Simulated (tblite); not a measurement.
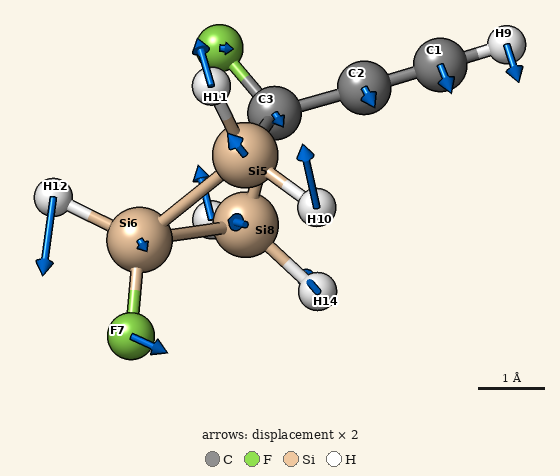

A relaxation of C$_{3}$H$_{6}$F$_{2}$Si$_{3}$. The starting structure is drawn; blue arrows show the displacements, 2 times their true length. The two geometries are superimposed by the best rigid fit.

The picture is a ball-and-stick view, seen from a free direction.

Computed with tblite, GFN2-xTB geometry optimisation, gas phase. 

Q: What happened in the run?

A: The largest move after the best rigid fit is that of an H atom, 0.66 Å. Largest moves by element: H 0.66 Å, F 0.32 Å, C 0.26 Å, Si 0.25 Å. Some distances before and after: Si–Si 2.771 → 3.106 Å, Si–Si 2.273 → 2.342 Å, C–F 1.366 → 1.429 Å, C–Si 1.924 → 1.975 Å. Among the angles between lasting bonds that change: F–Si–H 113.4° → 99.2°, Si–C–Si 91.8° → 103.7°, Si–Si–H 114.4° → 123.1°. Over 83 geometry steps the energy falls by 63.1 kJ/mol. The run took 1.1 s on 1 thread of Arm Neoverse N1, with other jobs on the host.
